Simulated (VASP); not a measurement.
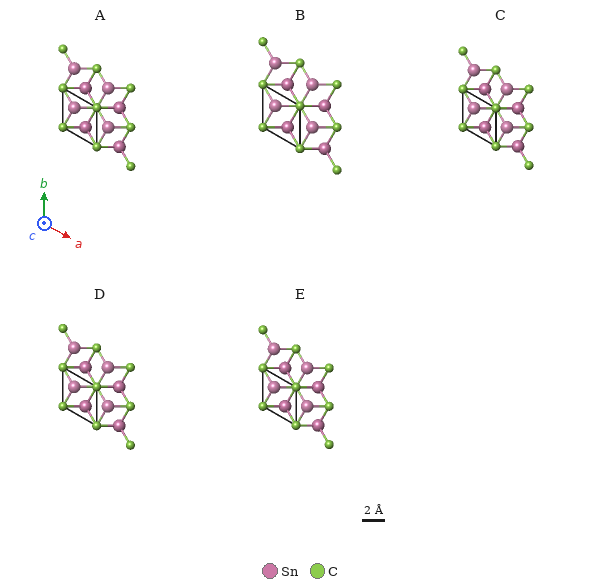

5 geometries from one relaxation of solid Sn2C (a generated structure, set up in P-3m1), in shuffled order. A ball-and-stick model of the cell of the calculation, repeated 2 × 2 × 1 with one cell outlined, seen along the c axis.

The run lets cell and atoms move.

These are results of VASP 6.6.1, Kohn-Sham DFT of a periodic cell, PBE, VASP PAW PBE potentials, recommended, not measurements. (plane-wave cutoff 520 eV; k-point mesh 6 × 6 × 4; occupations gaussian; smearing width 0.15 eV; no spin polarisation)

Order the frames from highest to lowest energy.

B, A, D, E, C. They are steps 0, 1, 5, 7, 14, at +238 meV per atom, +46.7 meV per atom, +22.2 meV per atom, +11.2 meV per atom relative to the last. The largest moves relative to the cell, 0.072 Å, are those of Sn atoms. C stays in place. The drawn cell changes as follows: a = b 3.922 → 3.496 Å (−10.9 %), c 5.396 → 5.560 Å (+3.0 %); the volume changes by −18.2 %. Near-neighbour distances that change, for instance: C–Sn 2.659 → 2.436 Å. Among the angles between lasting bonds that change: Sn–C–Sn 85.0° → 88.3°, C–Sn–C 95.0° → 91.7°, Sn–C–Sn 95.0° → 91.7°. The space group stays P-3m1 (No. 164). The energy falls by 238 meV per atom in 14 geometry steps. Largest force component: 1.1 eV/Å at the start, 0.021 eV/Å at the end. Pressure: −10.76 GPa at the start and −0.36 GPa at the end. The volume changes by over a tenth within one run on a fixed set of plane waves, so the end point should be relaxed again from the new cell.

Limits of the set-up: layers or molecules are held without a dispersion correction, so their spacing is unreliable.
